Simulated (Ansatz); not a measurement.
Reaction (SMILES): BN (BH2-NH2) → [BH-]N (closed-shell singlet) + H+
B3LYP-D3(BJ)/def2-TZVP geometries, fixed; electronic energies without zero-point terms.
Largest species:
```
B
N 1 1.3876
H 2 1.0069 1 123.31
H 2 1.0069 3 113.37 1 180.00
H 1 1.1928 2 119.04 3 0.00
H 1 1.1928 5 121.92 2 180.00
```
Charge 0, spin multiplicity 1.

Basis-set convergence of the deprotonation energy at HF with Ansatz (a first-principles code). Cartesian d functions, on some or all atoms, in 6-31G**; all else is spherical. A restricted Hartree-Fock determinant is unstable towards unrestricted orbitals. The proton leaves the site shown, which need not be the most acidic. No added dispersion term, no relativity. Functions are those of the species that has most. Reference: the value in aug-pcseg-3, 438.01 kcal/mol, itself unsure by roughly 0.39 kcal/mol (its mean distance from aug-cc-pVQZ, def2-QZVPPD). Deviations are taken from unrounded values.

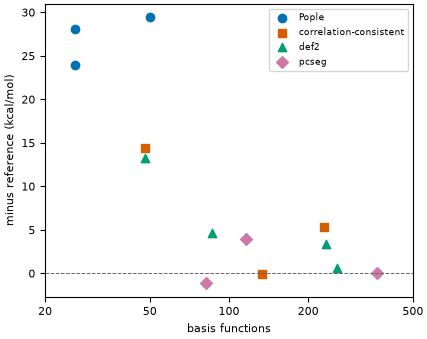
*Deviation from the reference against the number of basis functions, by family of sets.*

```
basis            functions  deprotonation energy (kcal/mol)  minus reference (kcal/mol)
---------------  ---------  -------------------------------  --------------------------
3-21G                   26                           461.95                       23.94
6-31G                   26                           466.15                       28.14
cc-pVDZ                 48                           452.46                       14.45
def2-SVP                48                           451.28                       13.27
6-31G**                 50                           467.45                       29.44
aug-pcseg-1             82                           436.85                       -1.16
def2-TZVP               86                           442.65                        4.63
pcseg-2                116                           442.02                        4.00
jun-cc-pV(T+d)Z        134                           437.95                       -0.06
cc-pVQZ                230                           443.39                        5.38
def2-QZVPP             234                           441.33                        3.32
def2-QZVPPD            258                           438.65                        0.64
aug-pcseg-3            366                           438.01                        0.00
```
